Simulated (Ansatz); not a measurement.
**C2H6F: geometry relaxation (part 2 of 2)**

Continued. System: C2H6F, multiplicity 2. Method: UKS PBE0/def2-SVP (Ansatz 0.2.0). It belongs to a series of runs on one base structure; here: end point A relaxed.

Geometry of the input (Å):
```
H  -0.3084  -0.3657  -0.0468
C  -0.5908  -1.3332  -0.4594
F  0.3915  -1.7805  -1.2970
C  0.6920  1.6819  0.6107
H  -1.5382  -1.2292  -1.0139
H  -0.7367  -2.0516  0.3644
H  -0.0166  2.2528  0.0098
H  0.4738  1.4767  1.6592
H  1.6333  1.3488  0.1732
```

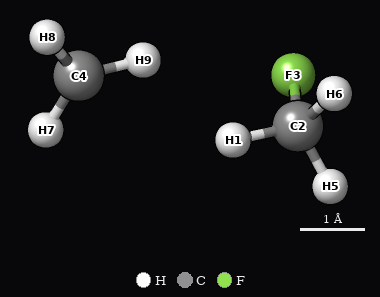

Figure 1. The geometry at step 16 of the log (ball-and-stick view, seen at a tilt; atoms are numbered from 1 in the order of the input).

## Trajectory as extended XYZ, continued
```
9
Properties=species:S:1:pos:R:3:forces:R:3 step=9 energy=-4877.30714 accepted=F
H    -0.6524   -0.4712    0.0747   -0.0153  -0.3367  -0.1994
C    -0.6482   -1.4368   -0.4810    0.1812   0.1913  -0.0328
F     0.5322   -1.5561   -1.1826   -0.4224   0.0552   0.2679
C     0.7710    1.8058    0.6305    0.1691  -0.2828  -0.1747
H    -1.5098   -1.4660   -1.1752    0.1657   0.0438   0.0409
H    -0.7521   -2.2709    0.2366    0.0917   0.0672  -0.0615
H     0.1450    2.5393    0.1064    0.1934  -0.1778  -0.0074
H     0.7041    1.7667    1.7261    0.1286  -0.0794  -0.2514
H     1.4102    1.0893    0.0645   -0.4919   0.5192   0.4184
9
Properties=species:S:1:pos:R:3:forces:R:3 step=10 energy=-4877.32074
H    -0.6017   -0.4580    0.0549   -0.0282  -0.0586  -0.0224
C    -0.6416   -1.4243   -0.4789    0.0063   0.0315   0.0064
F     0.5061   -1.5952   -1.2013   -0.0252   0.0238   0.0337
C     0.7458    1.7789    0.6285    0.0529  -0.0171  -0.0152
H    -1.5161   -1.4317   -1.1517    0.0290   0.0034   0.0032
H    -0.7502   -2.2402    0.2557    0.0151   0.0074  -0.0123
H     0.1254    2.4974    0.0898    0.0356  -0.0281  -0.0269
H     0.6746    1.7258    1.7166    0.0428  -0.0298  -0.0382
H     1.4575    1.1475    0.0865   -0.1284   0.0675   0.0718
9
Properties=species:S:1:pos:R:3:forces:R:3 step=11 energy=-4877.32725
H    -0.6509   -0.4645    0.0749   -0.0175  -0.0613  -0.0290
C    -0.6432   -1.4221   -0.4756    0.0061   0.0345   0.0044
F     0.5286   -1.5408   -1.1711   -0.0544   0.0330   0.0531
C     0.7517    1.7835    0.6261    0.1868  -0.2084  -0.1385
H    -1.5003   -1.4474   -1.1703    0.0416   0.0020   0.0001
H    -0.7424   -2.2534    0.2426    0.0223   0.0058  -0.0161
H     0.1443    2.5114    0.0894   -0.0119   0.0352  -0.0238
H     0.7071    1.7362    1.7144    0.0183   0.0023   0.0122
H     1.4050    1.0971    0.0698   -0.1912   0.1568   0.1375
9
Properties=species:S:1:pos:R:3:forces:R:3 step=12 energy=-4877.33635
H    -0.7309   -0.4741    0.1079   -0.0018  -0.1500  -0.0845
C    -0.6483   -1.4166   -0.4676    0.1043   0.0955  -0.0411
F     0.5600   -1.4495   -1.1185   -0.1847   0.0435   0.1267
C     0.7344    1.7562    0.6147    0.2455  -0.1842  -0.1231
H    -1.4717   -1.4669   -1.2031    0.0805  -0.0110   0.0620
H    -0.7236   -2.2737    0.2242    0.0009   0.0380  -0.0496
H     0.1824    2.5388    0.0909    0.0113  -0.0334  -0.0016
H     0.7634    1.7575    1.7075    0.0064  -0.0233  -0.0884
H     1.3341    1.0283    0.0442   -0.2625   0.2250   0.1996
9
Properties=species:S:1:pos:R:3:forces:R:3 step=13 energy=-4877.34384
H    -0.7474   -0.4691    0.1219   -0.0214  -0.1261  -0.0627
C    -0.6427   -1.4032   -0.4615    0.0873   0.0767  -0.0300
F     0.5743   -1.4068   -1.0949   -0.1434   0.0299   0.0963
C     0.7305    1.7412    0.6064    0.1693  -0.1249  -0.0786
H    -1.4545   -1.4609   -1.2080    0.0633  -0.0007   0.0420
H    -0.7131   -2.2693    0.2186    0.0072   0.0298  -0.0325
H     0.1929    2.5361    0.0857    0.0161  -0.0345   0.0035
H     0.7780    1.7497    1.6984    0.0063  -0.0191  -0.0822
H     1.2818    0.9824    0.0334   -0.1847   0.1690   0.1442
9
Properties=species:S:1:pos:R:3:forces:R:3 step=14 energy=-4877.35521
H    -0.8847   -0.4957    0.1765    0.0638  -0.2392  -0.1756
C    -0.6516   -1.3870   -0.4441    0.2079   0.1848  -0.0386
F     0.6078   -1.2439   -0.9929   -0.4675  -0.0650   0.2031
C     0.7574    1.7264    0.5807    0.0968  -0.1597  -0.1157
H    -1.4051   -1.4824   -1.2479    0.1351   0.0374   0.0624
H    -0.6873   -2.2923    0.1877    0.0650   0.0741  -0.0544
H     0.2225    2.5320    0.0754    0.0152   0.0044   0.0063
H     0.8263    1.7242    1.6697    0.0153   0.0076  -0.0160
H     1.2146    0.9186   -0.0049   -0.1315   0.1556   0.1285
9
Properties=species:S:1:pos:R:3:forces:R:3 step=15 energy=-4877.36965
H    -0.9550   -0.5620    0.1663    0.0176  -0.0747  -0.0521
C    -0.6651   -1.4263   -0.4575    0.0164  -0.0052  -0.0067
F     0.5946   -1.2270   -0.9598   -0.0790   0.0054   0.0410
C     0.7740    1.7734    0.5953   -0.0213   0.0237   0.0010
H    -1.3841   -1.5365   -1.2879    0.0436   0.0161   0.0455
H    -0.6794   -2.3433    0.1567    0.0014   0.0557  -0.0266
H     0.3017    2.6168    0.0918   -0.0045   0.0403   0.0029
H     0.9268    1.8020    1.6735    0.0117   0.0250   0.0493
H     1.0865    0.9029    0.0218    0.0141  -0.0863  -0.0542
9
Properties=species:S:1:pos:R:3:forces:R:3 step=16 energy=-4877.37043
H    -0.9554   -0.5617    0.1660    0.0117  -0.0685  -0.0453
C    -0.6630   -1.4251   -0.4575    0.0025  -0.0013   0.0012
F     0.5971   -1.2229   -0.9563   -0.0605   0.0028   0.0312
C     0.7710    1.7712    0.5949   -0.0209   0.0221   0.0016
H    -1.3800   -1.5353   -1.2893    0.0392   0.0118   0.0388
H    -0.6773   -2.3420    0.1565    0.0024   0.0475  -0.0255
H     0.3083    2.6200    0.0914   -0.0032   0.0386   0.0038
H     0.9363    1.8038    1.6712    0.0115   0.0253   0.0463
H     1.0629    0.8921    0.0233    0.0173  -0.0784  -0.0519
9
Properties=species:S:1:pos:R:3:forces:R:3 step=17 energy=-4877.35375 accepted=F
H    -1.0517   -0.6528    0.1505    0.0437  -0.0484  -0.0536
C    -0.6822   -1.4825   -0.4772   -0.0073  -0.0480  -0.0288
F     0.5874   -1.2042   -0.9151   -0.1092   0.0112   0.0492
C     0.7369    1.8143    0.6262    0.2388   0.4566   0.2682
H    -1.3546   -1.6149   -1.3429    0.0516   0.0321   0.0497
H    -0.6744   -2.4132    0.1154    0.0104   0.0496  -0.0137
H     0.4371    2.7477    0.1140    0.0638  -0.4968   0.1235
H     1.0950    1.9175    1.6721   -0.2167  -0.2150  -0.5775
H     0.9064    0.8883    0.0571   -0.0752   0.2587   0.1830
9
Properties=species:S:1:pos:R:3:forces:R:3 step=18 energy=-4877.37382
H    -1.0073   -0.6085    0.1605   -0.0077  -0.0004   0.0027
C    -0.6745   -1.4524   -0.4650    0.0103  -0.0067  -0.0077
F     0.5893   -1.2065   -0.9302   -0.0024   0.0065   0.0059
C     0.7810    1.8007    0.6029   -0.0048  -0.0089  -0.0039
H    -1.3665   -1.5714   -1.3142   -0.0023  -0.0022  -0.0018
H    -0.6758   -2.3753    0.1369   -0.0025  -0.0031   0.0008
H     0.3577    2.6729    0.1029    0.0064   0.0032   0.0016
H     0.9987    1.8465    1.6708    0.0067   0.0036  -0.0021
H     0.9974    0.8940    0.0355   -0.0037   0.0081   0.0045
9
Properties=species:S:1:pos:R:3:forces:R:3 step=19 energy=-4877.37287 accepted=F
H    -1.0662   -0.6582    0.1546    0.0118  -0.0163  -0.0170
C    -0.6876   -1.4817   -0.4733    0.0383   0.0260  -0.0175
F     0.5807   -1.1875   -0.9015   -0.0622  -0.0100   0.0225
C     0.7683    1.8249    0.6177    0.0937   0.0579   0.0316
H    -1.3522   -1.6128   -1.3425    0.0057   0.0046   0.0026
H    -0.6738   -2.4124    0.1159    0.0040  -0.0090   0.0076
H     0.4177    2.7298    0.1127    0.0068  -0.1085   0.0264
H     1.0739    1.8929    1.6673   -0.0540  -0.0496  -0.1359
H     0.9392    0.9051    0.0491   -0.0442   0.1049   0.0798
9
Properties=species:S:1:pos:R:3:forces:R:3 step=20 energy=-4877.37403
H    -1.0410   -0.6353    0.1578   -0.0005  -0.0075  -0.0050
C    -0.6816   -1.4675   -0.4691    0.0136   0.0054  -0.0088
F     0.5846   -1.1932   -0.9128   -0.0205  -0.0007   0.0094
C     0.8015    1.8223    0.6042   -0.0344  -0.0820  -0.0262
H    -1.3580   -1.5935   -1.3298    0.0009   0.0004  -0.0002
H    -0.6741   -2.3948    0.1256    0.0003  -0.0053   0.0035
H     0.3801    2.6991    0.1100    0.0209  -0.0050  -0.0028
H     1.0304    1.8672    1.6704    0.0161  -0.0017  -0.0222
H     0.9581    0.8959    0.0439    0.0035   0.0965   0.0524
9
Properties=species:S:1:pos:R:3:forces:R:3 step=21 energy=-4877.37393 accepted=F
H    -1.0654   -0.6545    0.1539    0.0109  -0.0327  -0.0245
C    -0.6862   -1.4791   -0.4735   -0.0544   0.0009   0.0165
F     0.5795   -1.1853   -0.9011    0.0292   0.0087  -0.0104
C     0.7762    1.8251    0.6160    0.0636   0.0163   0.0134
H    -1.3516   -1.6114   -1.3427    0.0124   0.0064   0.0178
H    -0.6724   -2.4097    0.1170   -0.0017   0.0096  -0.0018
H     0.4094    2.7229    0.1109    0.0137  -0.0859   0.0285
H     1.0716    1.8908    1.6677   -0.0407  -0.0323  -0.1155
H     0.9388    0.9012    0.0517   -0.0330   0.1091   0.0760
9
Properties=species:S:1:pos:R:3:forces:R:3 step=22 energy=-4877.37476
H    -1.0601   -0.6495    0.1572    0.0031  -0.0128  -0.0093
C    -0.6875   -1.4755   -0.4707   -0.0046   0.0070   0.0019
F     0.5782   -1.1867   -0.9044   -0.0002  -0.0004  -0.0004
C     0.8012    1.8288    0.6074   -0.0140  -0.0291  -0.0035
H    -1.3569   -1.6051   -1.3366    0.0034   0.0013   0.0049
H    -0.6747   -2.4054    0.1204   -0.0011   0.0010   0.0006
H     0.3863    2.7086    0.1128    0.0142  -0.0104   0.0005
H     1.0405    1.8757    1.6712    0.0067  -0.0040  -0.0253
H     0.9728    0.9092    0.0429   -0.0075   0.0474   0.0306
9
Properties=species:S:1:pos:R:3:forces:R:3 step=23 energy=-4877.37515
H    -1.0661   -0.6592    0.1520    0.0058  -0.0189  -0.0133
C    -0.6899   -1.4848   -0.4747   -0.0169   0.0028   0.0069
F     0.5762   -1.1938   -0.9050    0.0038   0.0061   0.0008
C     0.7972    1.8381    0.6138   -0.0011   0.0109   0.0129
H    -1.3569   -1.6163   -1.3424    0.0079   0.0024   0.0098
H    -0.6771   -2.4147    0.1170   -0.0009   0.0086  -0.0037
H     0.4010    2.7243    0.1156    0.0066  -0.0116   0.0032
H     1.0604    1.8907    1.6717   -0.0014  -0.0043  -0.0220
H     0.9551    0.9158    0.0522   -0.0038   0.0040   0.0053
```

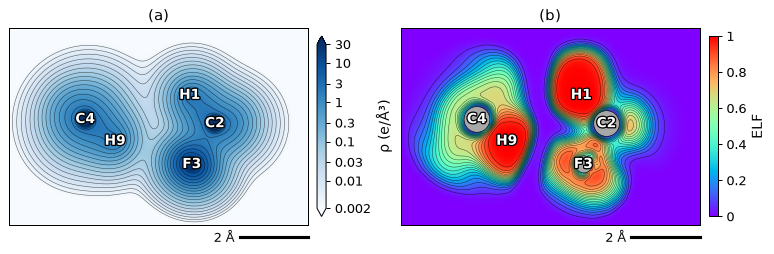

Figure 2. (a) total electron density; (b) ELF on the plane of atoms H1, C2 and F3. Grey discs, where drawn, cover atomic cores. F3···H9 (2.35 Å): ρ is about 0.11 e/Å³ halfway, with its minimum of 0.07 e/Å³ about 1.4 Å from F; the ELF is only about 0 between them; a non-bonded, intermolecular contact. C–F (1.37 Å): ρ at the midpoint is about 2.1 e/Å³, with its minimum of 1.7 e/Å³ about 0.5 Å from C; the ELF peaks at about 0.85 between the atoms (a shared but strongly polarised pair). C–H (1.10 Å): ρ at the midpoint is about 2 e/Å³; the ELF climbs to about 1 towards the hydrogen, as it does in any bond to H; a covalent bond by its length.

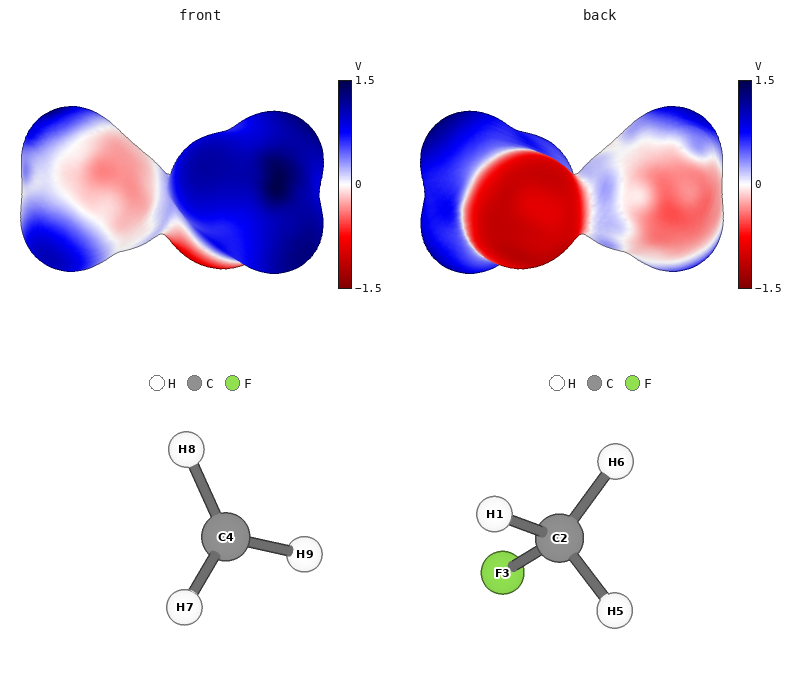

Figure 3. The molecular electrostatic potential painted on the density surface at 0.004 e/bohr³, seen at a tilt and from behind; red is negative and blue positive. The bare structure is drawn below in the same view. A positive charge is drawn to the negative regions and a negative charge to the positive ones.

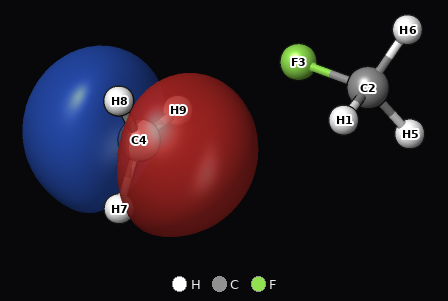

Figure 4. The HOMO (α) at ±0.1 Å⁻³ᐟ² (red and blue are the two phases), seen at a tilt. Its weight (Hirshfeld) is mainly on C4 (80 %). Its energy is −6.56 eV.

## Summary

- outcome: converged
- total energy: −4877.3752 eV
- mean-field energy: −4877.3752 eV
- ⟨S²⟩: 0.754
- largest force (length of the vector) at the end: 0.024 eV/Å
- hardware: 2 threads of AMD EPYC (Zen 3), 24 GiB of memory available, shared host
- wall time: 30 s (CPU time 56 s)
- peak memory: 0.18 GiB
